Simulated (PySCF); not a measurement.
# BLYP/aug-cc-pVDZ run of SiH2O2 (SMILES O[Si]O)

What is the energy change on altering one bond length of SiH2O2 at BLYP/aug-cc-pVDZ? 

The results are computed with PySCF 2.14.0.

1 further run of the same task is left out (set aside as unsound or not needed).

### 1 The structure to begin with

The species is SiH2O2 (5 atoms), meant as a singlet with charge 0. SMILES: `O[Si]O`. The shape is that of a PBE0-D4/def2-TZVP optimisation. This is one conformer, not always the lowest.

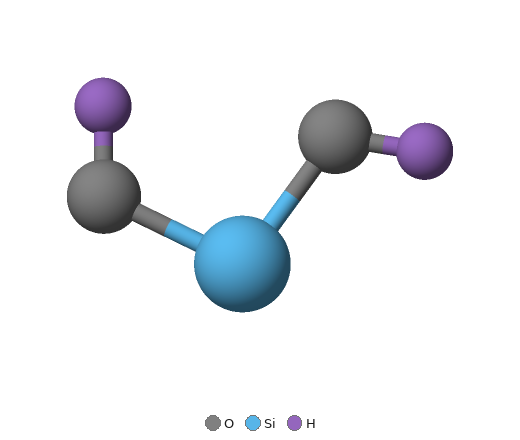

The structure, seen from a chosen angle (oxygen grey, silicon blue, hydrogen purple).

### 2 A single-point energy at BLYP/aug-cc-pVDZ

Input file input.py:

```python
from pyscf import gto, dft

mol = gto.Mole()
mol.atom = '''
O   -1.443200  -0.105600  -0.275000
Si  -0.212000  -0.791300   0.567700
O    1.036000   0.187500   0.068600
H   -1.231900   0.648900  -0.836100
H    1.901100  -0.013100   0.433400
'''
mol.max_memory = 1860
mol.verbose = 4
mol.basis = 'aug-cc-pvdz'
mol.build()

mf = dft.RKS(mol)
mf.xc = 'blyp'
mf.grids.level = 5
mf.conv_tol = 1e-10
mf.kernel()
if not mf.converged:
    mf = mf.newton().run(mf.mo_coeff, mf.mo_occ)

e_final = mf.e_tot
print(f'total energy: {e_final:.8f} hartree')
```

Run with:

```bash
$ OMP_NUM_THREADS=1 python input.py
```

The log of the run:

```text
PySCF version 2.14.0

[INPUT] num. atoms = 5
[INPUT] num. electrons = 32
[INPUT] charge = 0
[INPUT] spin (= nelec alpha-beta = 2S) = 0
[INPUT] symmetry False subgroup None
[INPUT] Mole.unit = angstrom
[INPUT] Symbol           X                Y                Z      unit          X                Y                Z       unit  Magmom
[INPUT]  1 O     -1.443200000000  -0.105600000000  -0.275000000000 AA   -2.727252742972  -0.199555078754  -0.519674684255 Bohr   0.0
[INPUT]  2 Si    -0.212000000000  -0.791300000000   0.567700000000 AA   -0.400621938408  -1.495340282368   1.072797520916 Bohr   0.0
[INPUT]  3 O      1.036000000000   0.187500000000   0.068600000000 AA    1.957756265049   0.354323648356   0.129635212145 Bohr   0.0
[INPUT]  4 H     -1.231900000000   0.648900000000  -0.836100000000 AA   -2.327953612852   1.226243282230  -1.580000012749 Bohr   0.0
[INPUT]  5 H      1.901100000000  -0.013100000000   0.433400000000 AA    3.592558335411  -0.024755412232   0.819007302386 Bohr   0.0

nuclear repulsion = 103.646253676322
number of shells = 34
number of NR pGTOs = 142
number of NR cGTOs = 91
basis = aug-cc-pvdz
ecp = {}

******** <class 'pyscf.dft.rks.RKS'> ********
method = RKS
initial guess = minao
damping factor = 0
level_shift factor = 0
DIIS = <class 'pyscf.scf.diis.CDIIS'>
diis_start_cycle = 1
diis_space = 8
diis_damp = 0
SCF conv_tol = 1e-10
SCF conv_tol_grad = None
SCF max_cycles = 50
direct_scf = True
direct_scf_tol = 1e-13
XC library pyscf.dft.libxc version 7.0.0
    S. Lehtola, C. Steigemann, M. J.T. Oliveira, and M. A.L. Marques.,  SoftwareX 7, 1–5 (2018)
XC functionals = blyp
    A. D. Becke.,  Phys. Rev. A 38, 3098 (1988)
    C. Lee, W. Yang, and R. G. Parr.,  Phys. Rev. B 37, 785 (1988)
    B. Miehlich, A. Savin, H. Stoll, and H. Preuss.,  Chem. Phys. Lett. 157, 200 (1989)
radial grids:
    Treutler-Ahlrichs [JCP 102, 346 (1995); DOI:10.1063/1.469408] (M4) radial grids

becke partition: Becke, JCP 88, 2547 (1988); DOI:10.1063/1.454033
pruning grids: <function nwchem_prune>
grids dens level: 5
symmetrized grids: False
atomic radii adjust function: <function treutler_atomic_radii_adjust>
small_rho_cutoff = 0
Set gradient conv threshold to 1e-05
Initial guess from minao.
tot grids = 176592
init E= -441.414852567169
  HOMO = -0.253132520859957  LUMO = -0.0944126394256997  gap/eV = 4.31899
cycle= 1 E= -440.951062532891  delta_E= 0.464  |g|= 1.15  |ddm|= 2.44
  HOMO = -0.0829314050859655  LUMO = -0.0124799402853831  gap/eV = 1.91708
cycle= 2 E= -439.259680792339  delta_E= 1.69  |g|= 2.96  |ddm|= 2.56
  HOMO = -0.210336539420244  LUMO = -0.067603769814637  gap/eV = 3.88396
cycle= 3 E= -441.197297912594  delta_E= -1.94  |g|= 0.142  |ddm|=    2
  HOMO = -0.231754268202308  LUMO = -0.0804064055041405  gap/eV = 4.11839
cycle= 4 E= -441.203175529771  delta_E= -0.00588  |g|= 0.0738  |ddm|= 0.33
  HOMO = -0.218938613745018  LUMO = -0.0711968266844445  gap/eV = 4.02026
cycle= 5 E= -441.204931993279  delta_E= -0.00176  |g|= 0.0195  |ddm|= 0.0894
  HOMO = -0.219729282551396  LUMO = -0.0719360588260542  gap/eV = 4.02166
cycle= 6 E= -441.204982346334  delta_E= -5.04e-05  |g|= 0.0131  |ddm|= 0.0231
  HOMO = -0.220069978244641  LUMO = -0.0723943692353024  gap/eV = 4.01846
cycle= 7 E= -441.205015938987  delta_E= -3.36e-05  |g|= 0.00207  |ddm|= 0.0109
  HOMO = -0.220054665358186  LUMO = -0.0723291879278163  gap/eV = 4.01981
cycle= 8 E= -441.205016936018  delta_E= -9.97e-07  |g|= 0.000304  |ddm|= 0.00216
  HOMO = -0.220071575956934  LUMO = -0.0723386721018722  gap/eV = 4.02002
cycle= 9 E= -441.205016955652  delta_E= -1.96e-08  |g|= 5.66e-05  |ddm|= 0.000279
  HOMO = -0.220068779173521  LUMO = -0.0723363964690655  gap/eV = 4.02000
cycle= 10 E= -441.205016956346  delta_E= -6.94e-10  |g|= 1.14e-05  |ddm|= 6.67e-05
  HOMO = -0.220069138711242  LUMO = -0.0723369600937418  gap/eV = 4.02000
cycle= 11 E= -441.205016956385  delta_E= -3.91e-11  |g|= 1.24e-06  |ddm|= 1.76e-05
  HOMO = -0.220069293808944  LUMO = -0.0723370691994627  gap/eV = 4.02000
Extra cycle  E= -441.205016956386  delta_E= -3.41e-13  |g|= 2.76e-06  |ddm|= 4.82e-06
converged SCF energy = -441.205016956386
total energy: -441.20501696 hartree
```

Wall time 17 s (1 thread of Intel Xeon at 2.70GHz, shared host); peak memory 0.44 GiB.

### 3 The distorted shape, same level

Input file calc.py:

```python
from pyscf import gto, dft

mol = gto.Mole()
mol.atom = '''
O       -1.875757      -0.005298      -0.457403
Si      -0.644557      -0.690998       0.385297
O        0.603443       0.287802      -0.113803
H       -1.664457       0.749202      -1.018503
H        1.901100      -0.013100       0.433400
'''
mol.spin = 0
mol.verbose = 3
mol.basis = 'aug-cc-pvdz'
mol.max_memory = 1860
mol.build()

mf = dft.RKS(mol)
mf.xc = 'blyp'
mf.grids.level = 5
mf.conv_tol = 1e-10
mf.kernel()
if not mf.converged:
    mf = mf.newton().run(mf.mo_coeff, mf.mo_occ)

energy = mf.e_tot
print('E(%s) = %.9f' % ('BLYP', energy))
```

Run with:

```bash
$ OMP_NUM_THREADS=1 python calc.py
```

The log of the run:

```text
converged SCF energy = -441.129232359683
E(BLYP) = -441.129232360
```

It took 16 s on 1 thread of Intel Xeon at 2.70GHz, shared host; peak memory 0.44 GiB.

### 4 What came out

Level: BLYP/aug-cc-pVDZ.

```
                                                         quantity          value
                                        first shape: total energy  -441.20502 Eh
                                       first shape: dipole moment         1.74 D
                                         first shape: HOMO energy       -5.99 eV
                                         first shape: LUMO energy       -1.97 eV
                                       first shape: HOMO–LUMO gap        4.02 eV
                                    distorted shape: total energy  -441.12923 Eh
                                   distorted shape: dipole moment         2.02 D
                                     distorted shape: HOMO energy       -5.84 eV
                                     distorted shape: LUMO energy       -3.59 eV
                                   distorted shape: HOMO–LUMO gap        2.25 eV
energy change with the O3–H5 bond stretched from 0.960 to 1.440 Å       2.062 eV
```

One bond (distorted shape) is far stretched, which a spin-restricted single reference describes badly; a broken-symmetry solution may lie lower. With the O3–H5 bond stretched from 0.960 to 1.440 Å the energy rises by 2.06 eV (48 kcal/mol). The first shape isn't relaxed at this level, so the change isn't measured from a minimum. A restricted reference can't describe the breaking bond well at this length. Mulliken charges (first shape) run from -0.47 on O1 to +0.78 on Si2; in a basis this large or diffuse they mean little. Mulliken charges (distorted shape) run from -0.72 on O3 to +0.75 on Si2; in a basis this large or diffuse they mean little.
